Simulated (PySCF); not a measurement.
**Bi2O2Cl2: other functionals and bases at one geometry**

How far do other levels of theory move the description of Bi2O2Cl2, and what does each cost? The structure is generated, not taken from experiment.

The runs use PySCF 2.14.0; several levels, as the steps say, no spin–orbit coupling.

2 further runs of the same task are left out: 1 for a known fault of the program, 1 that didn't finish.

## Step 1: The system as given

6 atoms, charge 0, spin multiplicity 1.

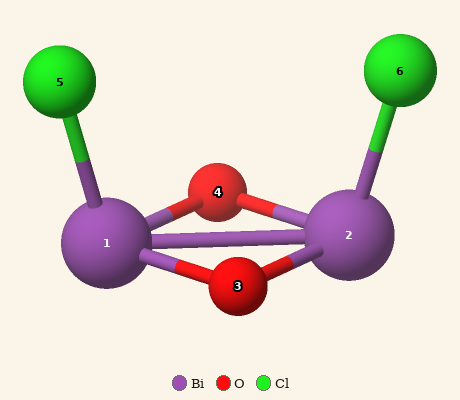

The structure; bismuth purple, oxygen red, chlorine green; atoms are numbered from 1 in the order of the file.

Geometry (Å):

```xyz
6
charge 0, multiplicity 1
Bi    0.0000   -0.7087    1.6146
Bi    0.0000   -0.7087   -1.6146
O     1.4008   -0.7125    0.0000
O    -1.4008   -0.7125    0.0000
Cl    0.0000    1.7049    2.2702
Cl    0.0000    1.7049   -2.2702
```

Formal oxidation states: Bi +3. An earlier session relaxed this geometry at PBE, Bi def2-SVP with ECP60, O def2-SVP, Cl def2-SVP (singlet, point group C2v).

At PBE on the finer grid: E = -1499.357093 Eh, HOMO -6.51 eV, LUMO -3.29 eV, Mulliken charge on Bi1 +0.94 e, largest force component 0.008 eV/Å. 

Levels to run: PBE0; BP86; CAM-B3LYP; TPSS; PBE, TZVP; PBE, x2c-SVP. Hardware: 2 threads of Arm Neoverse V2, shared host.

## Step 2: PBE0

run.py (the lines that set the calculation)

```python
mol = gto.M(atom='''
Bi     0.00000    -0.70875     1.61456
Bi     0.00000    -0.70875    -1.61456
O      1.40080    -0.71253     0.00000
O     -1.40080    -0.71253     0.00000
Cl     0.00000     1.70489     2.27020
Cl     0.00000     1.70489    -2.27020''',
    basis={'Bi': 'def2-SVP', 'O': 'def2-SVP', 'Cl': 'def2-SVP'},
    ecp={'Bi': 'def2-SVP'},
    charge=0, spin=0)
mf = dft.RKS(mol, xc='PBE0')
mf.grids.atom_grid = (75, 302)
mf = mf.density_fit()  # fitting sets: Bi def2-universal-JKFIT, O def2-universal-JKFIT, Cl def2-universal-JKFIT
mf.conv_tol = 1e-08; mf.max_cycle = 55
mf.kernel(dm0)  # dm0: the density of the relaxed state
```

Launch:

```sh
> OMP_NUM_THREADS=2 python run.py
```

Standard output:

```text
init E= -1499.3403263666
  HOMO = -0.291961406614051  LUMO = -0.0955174393231652  gap/eV = 5.34551
cycle= 1 E= -1499.34613424204  delta_E= -0.00581  |g|= 0.073  |ddm|= 0.336
  HOMO = -0.285784249878106  LUMO = -0.099412324330294  gap/eV = 5.07144
cycle= 2 E= -1499.34127101519  delta_E= 0.00486  |g|= 0.168  |ddm|= 0.211
  HOMO = -0.291103431122714  LUMO = -0.099048892245164  gap/eV = 5.22607
cycle= 3 E= -1499.34738235972  delta_E= -0.00611  |g|= 0.0167  |ddm|= 0.138
  HOMO = -0.291147779612206  LUMO = -0.0977200242717272  gap/eV = 5.26344
cycle= 4 E= -1499.34746367348  delta_E= -8.13e-05  |g|= 0.00493  |ddm|= 0.0289
  HOMO = -0.290862340556469  LUMO = -0.0977359611871075  gap/eV = 5.25524
cycle= 5 E= -1499.34747167975  delta_E= -8.01e-06  |g|= 0.000904  |ddm|= 0.00761
  HOMO = -0.290935128605004  LUMO = -0.0977795846729318  gap/eV = 5.25603
cycle= 6 E= -1499.34747189619  delta_E= -2.16e-07  |g|= 0.000223  |ddm|= 0.00124
  HOMO = -0.290922151248458  LUMO = -0.0977766137175755  gap/eV = 5.25576
cycle= 7 E= -1499.34747191279  delta_E= -1.66e-08  |g|= 3.97e-05  |ddm|= 0.0004
  HOMO = -0.290922898298622  LUMO = -0.097776978023989  gap/eV = 5.25577
cycle= 8 E= -1499.34747191324  delta_E= -4.5e-10  |g|= 2.71e-05  |ddm|= 7.57e-05
  HOMO = -0.290923672952705  LUMO = -0.0977770537450954  gap/eV = 5.25579
Extra cycle  E= -1499.34747191191  delta_E= 1.34e-09  |g|= 8.31e-05  |ddm|= 8.51e-05
converged SCF energy = -1499.34747191191
```

Wall time 6.8 s (2 threads of Arm Neoverse V2, shared host).

It gives: E = -1499.347472 Eh, HOMO -7.92 eV, LUMO -2.66 eV, Mulliken charge on Bi1 +1.06 e, largest force component 0.909 eV/Å. 

## Step 3: BP86

run.py (the lines that set the calculation): that of step 2 with these lines changed.

```diff
@@ -10,3 +10,3 @@
     charge=0, spin=0)
-mf = dft.RKS(mol, xc='PBE0')
+mf = dft.RKS(mol, xc='B88,P86')
 mf.grids.atom_grid = (75, 302)
```

Launch:

```sh
> OMP_NUM_THREADS=2 python run.py
```

Standard output:

```text
init E= -1500.22554701016
  HOMO = -0.244248836588407  LUMO = -0.126097916029687  gap/eV = 3.21505
cycle= 1 E= -1500.22563845721  delta_E= -9.14e-05  |g|= 0.0048  |ddm|= 0.0509
  HOMO = -0.244666613717215  LUMO = -0.125230714371655  gap/eV = 3.25002
cycle= 2 E= -1500.22559059856  delta_E= 4.79e-05  |g|= 0.0142  |ddm|= 0.024
  HOMO = -0.243972910423188  LUMO = -0.125397345495609  gap/eV = 3.22661
cycle= 3 E= -1500.22564553095  delta_E= -5.49e-05  |g|= 0.00242  |ddm|= 0.0139
  HOMO = -0.244209948721094  LUMO = -0.125519760238562  gap/eV = 3.22972
cycle= 4 E= -1500.22564692105  delta_E= -1.39e-06  |g|= 0.00166  |ddm|= 0.00476
  HOMO = -0.244105937541101  LUMO = -0.125519402307491  gap/eV = 3.22690
cycle= 5 E= -1500.2256476417  delta_E= -7.21e-07  |g|= 0.000115  |ddm|= 0.00186
  HOMO = -0.244111611671775  LUMO = -0.12552406584417  gap/eV = 3.22693
cycle= 6 E= -1500.2256476454  delta_E= -3.71e-09  |g|= 3.69e-05  |ddm|= 0.000181
  HOMO = -0.244108231734594  LUMO = -0.125520495243929  gap/eV = 3.22694
Extra cycle  E= -1500.22564764102  delta_E= 4.38e-09  |g|= 0.000145  |ddm|= 0.00015
converged SCF energy = -1500.22564764102
```

Run time: 5.6 s. Hardware: 2 threads of Arm Neoverse V2, shared host.

It gives: E = -1500.225648 Eh, HOMO -6.64 eV, LUMO -3.42 eV, Mulliken charge on Bi1 +0.94 e, largest force component 0.032 eV/Å. 

## Step 4: CAM-B3LYP

run.py (the lines that set the calculation): that of step 3 with these lines changed.

```diff
@@ -10,3 +10,3 @@
     charge=0, spin=0)
-mf = dft.RKS(mol, xc='B88,P86')
+mf = dft.RKS(mol, xc='CAMB3LYP')
 mf.grids.atom_grid = (75, 302)
```

Launch:

```sh
> OMP_NUM_THREADS=2 python run.py
```

Standard output:

```text
init E= -1499.70607441603
  HOMO = -0.335595262124894  LUMO = -0.059741103909215  gap/eV = 7.50637
cycle= 1 E= -1499.71378790158  delta_E= -0.00771  |g|= 0.12  |ddm|= 0.375
  HOMO = -0.325609005351494  LUMO = -0.0642764354383131  gap/eV = 7.11122
cycle= 2 E= -1499.70820345412  delta_E= 0.00558  |g|= 0.207  |ddm|= 0.255
  HOMO = -0.333825900213244  LUMO = -0.0642994646996496  gap/eV = 7.33419
cycle= 3 E= -1499.71689593693  delta_E= -0.00869  |g|= 0.0207  |ddm|= 0.159
  HOMO = -0.333809594722602  LUMO = -0.0627192999113875  gap/eV = 7.37674
cycle= 4 E= -1499.71701016551  delta_E= -0.000114  |g|= 0.00542  |ddm|= 0.0297
  HOMO = -0.333560571525025  LUMO = -0.062832750155478  gap/eV = 7.36688
cycle= 5 E= -1499.71702612641  delta_E= -1.6e-05  |g|= 0.000929  |ddm|= 0.013
  HOMO = -0.333655485105052  LUMO = -0.0628934583642399  gap/eV = 7.36781
cycle= 6 E= -1499.71702688332  delta_E= -7.57e-07  |g|= 0.000299  |ddm|= 0.0028
  HOMO = -0.333625632104518  LUMO = -0.062877075409217  gap/eV = 7.36744
cycle= 7 E= -1499.71702697851  delta_E= -9.52e-08  |g|= 6.93e-05  |ddm|= 0.00128
  HOMO = -0.333627665653375  LUMO = -0.0628776956630605  gap/eV = 7.36748
cycle= 8 E= -1499.71702698184  delta_E= -3.33e-09  |g|= 1.88e-05  |ddm|= 0.000206
  HOMO = -0.333627155103722  LUMO = -0.0628766645930846  gap/eV = 7.36750
Extra cycle  E= -1499.71702698192  delta_E= -7.46e-11  |g|= 2.76e-05  |ddm|= 5.1e-05
converged SCF energy = -1499.71702698192
```

Wall time 9.8 s (2 threads of Arm Neoverse V2, shared host).

Result: E = -1499.717027 Eh, HOMO -9.08 eV, LUMO -1.71 eV, Mulliken charge on Bi1 +1.06 e, largest force component 1.200 eV/Å. 

## Step 5: TPSS

run.py (the lines that set the calculation): that of step 4 with these lines changed.

```diff
@@ -10,3 +10,3 @@
     charge=0, spin=0)
-mf = dft.RKS(mol, xc='CAMB3LYP')
+mf = dft.RKS(mol, xc='TPSS')
 mf.grids.atom_grid = (75, 302)
```

Launch:

```sh
> OMP_NUM_THREADS=2 python run.py
```

Standard output:

```text
init E= -1499.76145323475
  HOMO = -0.247353289147302  LUMO = -0.11792391274517  gap/eV = 3.52195
cycle= 1 E= -1499.76158841878  delta_E= -0.000135  |g|= 0.0584  |ddm|= 0.188
  HOMO = -0.235478093850746  LUMO = -0.121212481321173  gap/eV = 3.10933
cycle= 2 E= -1499.75447246221  delta_E= 0.00712  |g|= 0.187  |ddm|= 0.221
  HOMO = -0.247343869754788  LUMO = -0.120865505316064  gap/eV = 3.44165
cycle= 3 E= -1499.76222283786  delta_E= -0.00775  |g|= 0.0243  |ddm|= 0.165
  HOMO = -0.245315019926798  LUMO = -0.119623454828595  gap/eV = 3.42024
cycle= 4 E= -1499.76240133974  delta_E= -0.000179  |g|= 0.00537  |ddm|= 0.0388
  HOMO = -0.245274116552432  LUMO = -0.119555005357759  gap/eV = 3.42099
cycle= 5 E= -1499.76241116818  delta_E= -9.83e-06  |g|= 0.000507  |ddm|= 0.0087
  HOMO = -0.245299380449597  LUMO = -0.119554896237618  gap/eV = 3.42168
cycle= 6 E= -1499.76241124445  delta_E= -7.63e-08  |g|= 0.000118  |ddm|= 0.000769
  HOMO = -0.245301372754039  LUMO = -0.119555219011333  gap/eV = 3.42173
cycle= 7 E= -1499.76241124715  delta_E= -2.7e-09  |g|= 6.12e-05  |ddm|= 0.000148
  HOMO = -0.245305858692924  LUMO = -0.119557798140266  gap/eV = 3.42178
Extra cycle  E= -1499.76241123031  delta_E= 1.68e-08  |g|= 0.000281  |ddm|= 0.000274
converged SCF energy = -1499.76241123031
```

It took 8.2 s on 2 threads of Arm Neoverse V2, shared host.

Read off: E = -1499.762411 Eh, HOMO -6.68 eV, LUMO -3.25 eV, Mulliken charge on Bi1 +0.99 e, largest force component 0.200 eV/Å. 

## Step 6: PBE, TZVP

Basis: Bi def2-TZVP with ECP60, O def2-TZVP, Cl def2-TZVP. 

run.py (the lines that set the calculation)

```python
mol = gto.M(atom='''
Bi     0.00000    -0.70875     1.61456
Bi     0.00000    -0.70875    -1.61456
O      1.40080    -0.71253     0.00000
O     -1.40080    -0.71253     0.00000
Cl     0.00000     1.70489     2.27020
Cl     0.00000     1.70489    -2.27020''',
    basis={'Bi': 'def2-TZVP', 'O': 'def2-TZVP', 'Cl': 'def2-TZVP'},
    ecp={'Bi': 'def2-TZVP'},
    charge=0, spin=0)
mf = dft.RKS(mol, xc='PBE')
mf.grids.atom_grid = (75, 302)
mf = mf.density_fit()  # fitting sets: Bi def2-universal-JKFIT, O def2-universal-JKFIT, Cl def2-universal-JKFIT
mf.conv_tol = 1e-08; mf.max_cycle = 55
mf.kernel(dm0)  # dm0: free metal ions and neutral atoms
```

Launch:

```sh
> OMP_NUM_THREADS=2 python run.py
```

Standard output:

```text
init E= -1523.42519625919
  HOMO = -0.121984661038171  LUMO = -0.0803590824382039  gap/eV = 1.13269
cycle= 1 E= -1492.19807257258  delta_E= 31.2  |g|= 5.43  |ddm|= 4.61
  HOMO = -0.331134995057822  LUMO = -0.329947060725371  gap/eV = 0.03233
cycle= 2 E= -1332.8974475407  delta_E=  159  |g|= 21.2  |ddm|= 17.8
  HOMO = -0.179672070597543  LUMO = -0.168200053670263  gap/eV = 0.31217
cycle= 3 E= -1472.65551788628  delta_E= -140  |g|= 10.4  |ddm|= 14.6
  HOMO = -0.296100421065058  LUMO = -0.077431791398717  gap/eV = 5.95028
cycle= 4 E= -1497.63854086374  delta_E=  -25  |g|= 3.31  |ddm|= 5.75
  HOMO = -0.0661133275800672  LUMO = 0.0473084855540034  gap/eV = 3.08636
cycle= 5 E= -1488.4450772111  delta_E= 9.19  |g|= 5.16  |ddm|= 5.96
  HOMO = -0.285203803168153  LUMO = -0.118050993080098  gap/eV = 4.54846
cycle= 6 E= -1499.58947519868  delta_E= -11.1  |g|= 1.17  |ddm|= 5.57
  HOMO = -0.222980293379267  LUMO = -0.15364467806997  gap/eV = 1.88672
cycle= 7 E= -1499.52747143009  delta_E= 0.062  |g|= 1.24  |ddm|= 1.51
  HOMO = -0.240822794208471  LUMO = -0.149580303776325  gap/eV = 2.48283
cycle= 8 E= -1499.75948678165  delta_E= -0.232  |g|= 0.773  |ddm|= 0.434
  HOMO = -0.264208447584428  LUMO = -0.121610282988414  gap/eV = 3.88029
cycle= 9 E= -1499.8485963374  delta_E= -0.0891  |g|= 0.53  |ddm|= 0.697
  HOMO = -0.25989256107497  LUMO = -0.126944507406815  gap/eV = 3.61770
cycle= 10 E= -1499.89861965805  delta_E= -0.05  |g|= 0.21  |ddm|= 0.292
  HOMO = -0.254405631511736  LUMO = -0.13021555853183  gap/eV = 3.37938
cycle= 11 E= -1499.90497811379  delta_E= -0.00636  |g|= 0.113  |ddm|= 0.133
  HOMO = -0.254394217380129  LUMO = -0.129084159514766  gap/eV = 3.40986
cycle= 12 E= -1499.90745832206  delta_E= -0.00248  |g|= 0.0401  |ddm|= 0.063
  HOMO = -0.254033069844443  LUMO = -0.12920768251108  gap/eV = 3.39667
cycle= 13 E= -1499.9077574938  delta_E= -0.000299  |g|= 0.014  |ddm|= 0.0253
  HOMO = -0.252799812322965  LUMO = -0.128698915585803  gap/eV = 3.37696
cycle= 14 E= -1499.90780119264  delta_E= -4.37e-05  |g|= 0.00108  |ddm|= 0.0111
  HOMO = -0.252831691325146  LUMO = -0.128754439709227  gap/eV = 3.37631
cycle= 15 E= -1499.90780143494  delta_E= -2.42e-07  |g|= 0.000428  |ddm|= 0.00121
  HOMO = -0.252832489481185  LUMO = -0.128747181178565  gap/eV = 3.37653
cycle= 16 E= -1499.90780149099  delta_E= -5.61e-08  |g|= 3.57e-05  |ddm|= 0.000501
  HOMO = -0.252831799730052  LUMO = -0.128745991308198  gap/eV = 3.37655
cycle= 17 E= -1499.90780149127  delta_E= -2.8e-10  |g|= 1.29e-05  |ddm|= 4.13e-05
  HOMO = -0.252830085887877  LUMO = -0.1287462002014  gap/eV = 3.37649
Extra cycle  E= -1499.90780149114  delta_E= 1.31e-10  |g|= 2.84e-05  |ddm|= 3.01e-05
converged SCF energy = -1499.90780149114
```

It took 26 s on 2 threads of Arm Neoverse V2, shared host.

Read off: E = -1499.907801 Eh, HOMO -6.88 eV, LUMO -3.50 eV, Mulliken charge on Bi1 +1.03 e, largest force component 0.751 eV/Å. 

## Step 7: PBE, x2c-SVP

Basis: Bi x2c-SVPall, O x2c-SVPall, Cl x2c-SVPall. All electrons are treated, with the spin-free X2C Hamiltonian.

run.py (the lines that set the calculation)

```python
mol = gto.M(atom='''
Bi     0.00000    -0.70875     1.61456
Bi     0.00000    -0.70875    -1.61456
O      1.40080    -0.71253     0.00000
O     -1.40080    -0.71253     0.00000
Cl     0.00000     1.70489     2.27020
Cl     0.00000     1.70489    -2.27020''',
    basis={'Bi': 'x2c-SVPall', 'O': 'x2c-SVPall', 'Cl': 'x2c-SVPall'},
    nucmod='G',
    charge=0, spin=0)
mf = dft.RKS(mol, xc='PBE')
mf.grids.atom_grid = (99, 590)
mf = mf.density_fit()  # fitting sets: Bi AutoAux, O AutoAux, Cl AutoAux
mf = mf.sfx2c1e()
mf.conv_tol = 1e-08; mf.max_cycle = 55
mf.kernel(dm0)  # dm0: free metal ions and neutral atoms
```

Launch:

```sh
> OMP_NUM_THREADS=2 python run.py
```

Standard output:

```text
init E= -44165.8860796975
  HOMO = -0.108076508951609  LUMO = -0.0557369033451858  gap/eV = 1.42423
cycle= 1 E= -44132.7154448947  delta_E= 33.2  |g|= 5.05  |ddm|= 5.99
  HOMO = -0.234372716900315  LUMO = -0.231641790020443  gap/eV = 0.07431
cycle= 2 E= -43982.1429314198  delta_E=  151  |g|= 17.8  |ddm|= 26.3
  HOMO = -0.0173138164196907  LUMO = 0.00235730671450884  gap/eV = 0.53528
cycle= 3 E= -44130.3626708391  delta_E= -148  |g|= 6.57  |ddm|=   21
  HOMO = -0.268645497621665  LUMO = -0.0388937282370048  gap/eV = 6.25186
cycle= 4 E= -44139.1261201583  delta_E= -8.76  |g|= 2.96  |ddm|= 10.3
  HOMO = -0.0718359141661136  LUMO = 0.0409937009479786  gap/eV = 3.07025
cycle= 5 E= -44132.3279444895  delta_E=  6.8  |g|= 4.64  |ddm|= 6.82
  HOMO = -0.253541517032981  LUMO = -0.115324104713419  gap/eV = 3.76109
cycle= 6 E= -44141.0585308634  delta_E= -8.73  |g|= 1.08  |ddm|= 6.28
  HOMO = -0.235060571369285  LUMO = -0.134695119191349  gap/eV = 2.73108
cycle= 7 E= -44141.162977266  delta_E= -0.104  |g|= 0.892  |ddm|= 1.02
  HOMO = -0.238704701787515  LUMO = -0.135739682569183  gap/eV = 2.80182
cycle= 8 E= -44141.2435192834  delta_E= -0.0805  |g|= 0.636  |ddm|= 0.417
  HOMO = -0.245964210709548  LUMO = -0.11362245497273  gap/eV = 3.60120
cycle= 9 E= -44141.2884529397  delta_E= -0.0449  |g|= 0.476  |ddm|= 0.537
  HOMO = -0.252008412750111  LUMO = -0.12167764506693  gap/eV = 3.54648
cycle= 10 E= -44141.3275386007  delta_E= -0.0391  |g|= 0.245  |ddm|= 0.306
  HOMO = -0.244621839362057  LUMO = -0.122047175276363  gap/eV = 3.33543
cycle= 11 E= -44141.3355380078  delta_E= -0.008  |g|= 0.154  |ddm|= 0.14
  HOMO = -0.24007920958704  LUMO = -0.12097773220148  gap/eV = 3.24092
cycle= 12 E= -44141.3407334719  delta_E= -0.0052  |g|= 0.025  |ddm|= 0.124
  HOMO = -0.24028200861501  LUMO = -0.121527083946998  gap/eV = 3.23149
cycle= 13 E= -44141.3408148907  delta_E= -8.14e-05  |g|= 0.0119  |ddm|= 0.0235
  HOMO = -0.239419018934399  LUMO = -0.121328019463136  gap/eV = 3.21342
cycle= 14 E= -44141.3408497094  delta_E= -3.48e-05  |g|= 0.000575  |ddm|= 0.0125
  HOMO = -0.239418526268169  LUMO = -0.121317998413083  gap/eV = 3.21368
cycle= 15 E= -44141.3408497755  delta_E= -6.62e-08  |g|= 0.000304  |ddm|= 0.001
  HOMO = -0.239408257917071  LUMO = -0.121314936792387  gap/eV = 3.21348
cycle= 16 E= -44141.34084974  delta_E= 3.55e-08  |g|= 0.000516  |ddm|= 0.000617
  HOMO = -0.23941146149522  LUMO = -0.121314782137532  gap/eV = 3.21357
cycle= 17 E= -44141.3408497964  delta_E= -5.64e-08  |g|= 1.44e-05  |ddm|= 0.00042
  HOMO = -0.239412556906575  LUMO = -0.121315694113562  gap/eV = 3.21358
cycle= 18 E= -44141.3408497964  delta_E= -4.37e-11  |g|= 4.74e-06  |ddm|= 1.76e-05
  HOMO = -0.239411467524421  LUMO = -0.121315652437573  gap/eV = 3.21355
Extra cycle  E= -44141.3408497963  delta_E= 5.82e-11  |g|= 1.33e-05  |ddm|= 1.68e-05
converged SCF energy = -44141.3408497963
```

It took 77 s on 2 threads of Arm Neoverse V2, shared host.

Result: E = -44141.340850 Eh, HOMO -6.51 eV, LUMO -3.30 eV, Mulliken charge on Bi1 +0.97 e, largest force component 0.529 eV/Å. 

## Step 8: All levels side by side

| level | state | HOMO (eV) | gap (eV) | charge on Bi1 (e) | dipole (D) | largest force (eV/Å) | basis functions | time |
| --- | --- | --- | --- | --- | --- | --- | --- | --- |
| PBE (relaxed here) | singlet | -6.51 | 3.22 | 0.94 | 5.70 | 0.01 | 116 | 14 s |
| PBE0 | singlet | -7.92 | 5.26 | 1.06 | 6.29 | 0.91 | 116 | 6.8 s |
| BP86 | singlet | -6.64 | 3.23 | 0.94 | 5.68 | 0.03 | 116 | 5.6 s |
| CAM-B3LYP | singlet | -9.08 | 7.37 | 1.06 | 6.32 | 1.20 | 116 | 9.8 s |
| TPSS | singlet | -6.68 | 3.42 | 0.99 | 6.01 | 0.20 | 116 | 8.2 s |
| PBE, TZVP | singlet | -6.88 | 3.38 | 1.03 | 5.92 | 0.75 | 236 | 26 s |
| PBE, x2c-SVP | singlet | -6.51 | 3.21 | 0.97 | 5.71 | 0.53 | 188 | 77 s |

Times are on 2 threads of Arm Neoverse V2, shared host; the first row also made further properties.

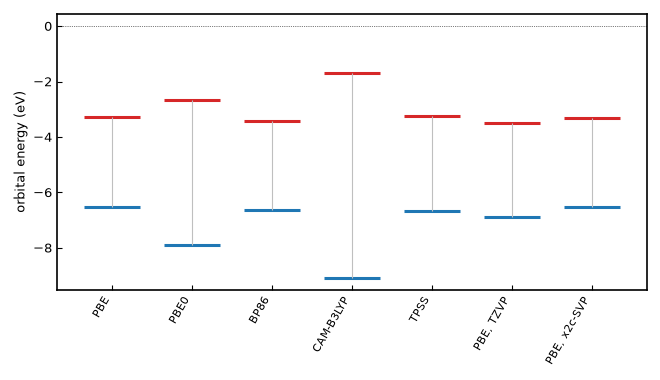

Highest filled and lowest empty level, method by method.

In one basis the HOMO–LUMO gap runs from 3.22 eV (PBE) to 7.37 eV (CAM-B3LYP). The largest leftover force, 1.20 eV/Å with CAM-B3LYP, stands at a geometry relaxed at another level. The Mulliken charge on Bi spans +0.94 to +1.06 e over the levels. Total energies of different levels can't be compared. Spin–orbit coupling is left out throughout.
